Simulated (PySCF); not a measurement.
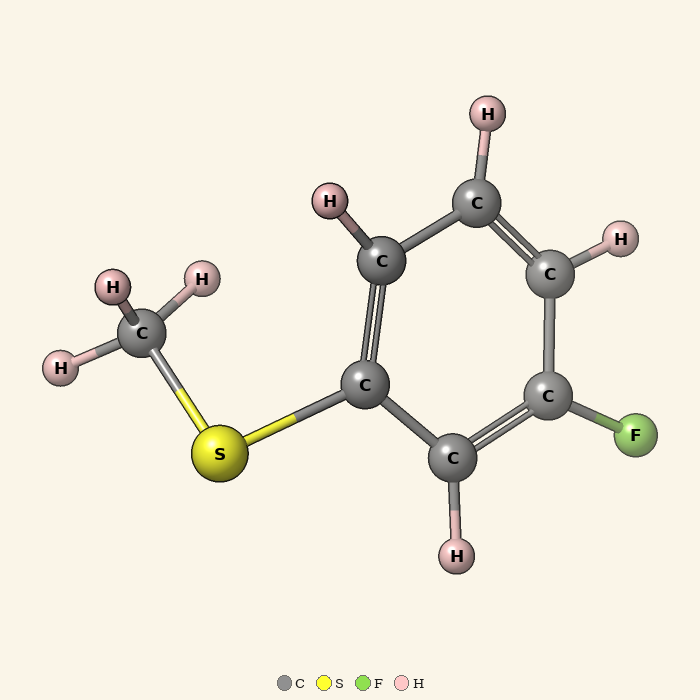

Orthographic view. Distant atoms are faded towards the background colour. Geometry: a frame of a GFN2-xTB molecular-dynamics simulation, not a minimum.

> Write the InChI string.

InChI=1S/C7H7FS/c1-9-7-4-2-3-6(8)5-7/h2-5H,1H3
